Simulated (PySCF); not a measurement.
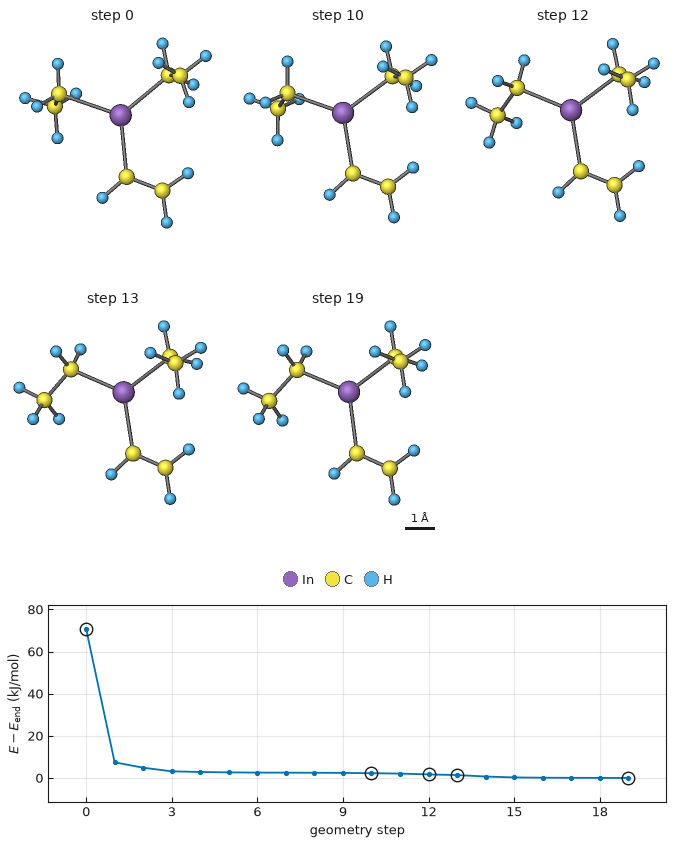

Frames of a relaxation of C$_{6}$H$_{13}$In, marked on the history of the run. A ball-and-stick model, seen at a tilt.

The start comes from GFN2-xTB. Its atoms were then displaced at random by about 0.03 Å.

Method: PBE0-D3(BJ)/def2-SVP geometry optimisation, gas phase in PySCF. 

> What happens along the run?

After 19 geometry steps the energy has fallen by 70.7 kJ/mol. The atom that moves furthest after the best rigid fit is an H atom (1.70 Å). By element the largest moves are H 1.70 Å, C 0.73 Å, In 0.44 Å. Near-neighbour distances that change, for instance: C–In 2.402 → 2.182 Å, C–H 1.030 → 1.102 Å, C–H 1.166 → 1.104 Å, C–H 1.054 → 1.104 Å. Bond angles that change, for instance: C–In–C 121.8° → 115.0°, In–C–C 108.6° → 114.8°, In–C–H 114.7° → 109.1°. Groups turn about C–In by about 75°. The run took 16 min on 1 thread of AMD EPYC, on a shared host. From step 0 to 10: H atoms move most (0.23 Å), energy −68.5 kJ/mol. From step 10 to 12: H atoms move most (0.87 Å), energy −0.57 kJ/mol. From step 12 to 13: H atoms move most (0.59 Å), energy −0.31 kJ/mol. From step 13 to 19: an H atom moves most (0.13 Å), energy −1.39 kJ/mol.

| step | E − E(0), kJ/mol |
| --- | --- |
| 0 | 0.00 |
| 1 | -63.32 |
| 2 | -65.86 |
| 3 | -67.59 |
| 4 | -67.90 |
| 5 | -68.09 |
| 6 | -68.19 |
| 7 | -68.22 |
| 8 | -68.26 |
| 9 | -68.33 |
| 10 | -68.48 |
| 11 | -68.66 |
| 12 | -69.05 |
| 13 | -69.36 |
| 14 | -70.04 |
| 15 | -70.49 |
| 16 | -70.61 |
| 17 | -70.67 |
| 18 | -70.71 |
| 19 | -70.74 |
